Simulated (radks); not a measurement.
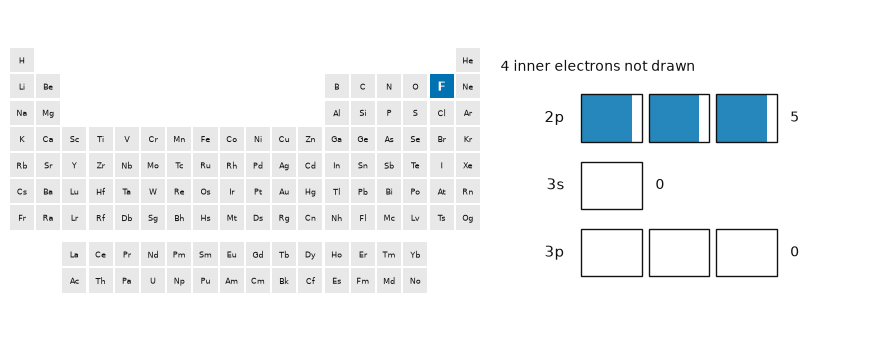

Left, the place of fluorine in the periodic table; right, the outer shells as the input fills them: a box for each of the 2l + 1 orbitals, shaded by the share of the shell that is filled, with the electron count at the right.

F: atomic calculation

System: atomic fluorine (F) in the configuration [He] 2s2 2p5 (2p1/2: 2, 2p3/2: 3).
Method: Dirac Kohn-Sham, exchange-only LDA, spin-unpolarised, spherical densities, finite nucleus (the in-house radial solver radks).

Input file:
```
Z 9
configuration [He] 2s2 2p5 3s0 3p0
relativity Dirac
functional lda,
spin unpolarised
j_filling energy
nucleus finite rms 2.8976 fm
c 137.035999084
```

Energies in input and log are in hartree, lengths in bohr (the nuclear radius in fm).

Output:
```
1s1/2   1   2.0000         -24.14532029
2s1/2   1   2.0000          -1.03570192
2p1/2   1   2.0000          -0.36458381
2p3/2   1   3.0000          -0.36225725
3s1/2   1   0.0000           0.00012141
3p1/2   1   0.0000           0.00091468
3p3/2   1   0.0000           0.00091468
Etot -98.54942066753972
Ekin 98.73544294143674
Encl -237.68219859594842
Eh 49.35848786929897
Exc -8.961152882327033
err 1.1589205875007913e-09
it 13
```

Slater integrals of the outer shells (hartree):

| integral | value |
| --- | --- |
| F0(2p3/2,2p3/2) | 0.8438 |
| F2(2p3/2,2p3/2) | 0.3681 |
| F0(2p3/2,2p1/2) | 0.8449 |
| F2(2p3/2,2p1/2) | 0.3686 |
| G0(2p3/2,2p1/2) | 0.8446 |
| G2(2p3/2,2p1/2) | 0.3684 |
| F0(2p3/2,2s1/2) | 0.8693 |
| G1(2p3/2,2s1/2) | 0.5204 |

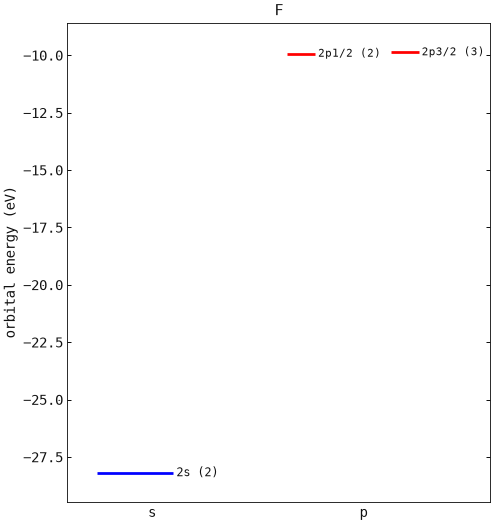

The outer levels are drawn by angular momentum (occupations in brackets, the lower j at the left of each column). The highest occupied level is 2p3/2 at −9.86 eV. From the top down the occupied levels run 2p3/2 (−9.86 eV), 2p1/2 (−9.92 eV), 2s (−28.2 eV). Spin-orbit splittings: 2p 0.0633 eV.

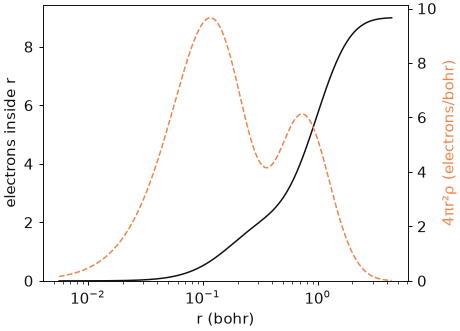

The number of electrons inside radius r (solid) and the radial density 4πr²ρ (dashed). The count levels off at 9 electrons. Half of them lie within 0.782 bohr, 90 % within 1.74 bohr and 99 % within 3.02 bohr. The radial density has a minimum at 0.358 bohr, where the count stands at 2.2; this parts the shells that the density resolves.

Key numbers:

| quantity | value |
| --- | --- |
| outcome | converged |
| total energy | −98.549421 hartree |
| kinetic energy | 98.735443 hartree |
| electron–nucleus energy | −237.682199 hartree |
| Hartree energy | 49.358488 hartree |
| exchange–correlation energy | −8.961153 hartree |
| radius at density 0.001 e/bohr³ | 3.16 bohr |
| SCF iterations | 13 |
| hardware | 1 CPU thread, shared host |
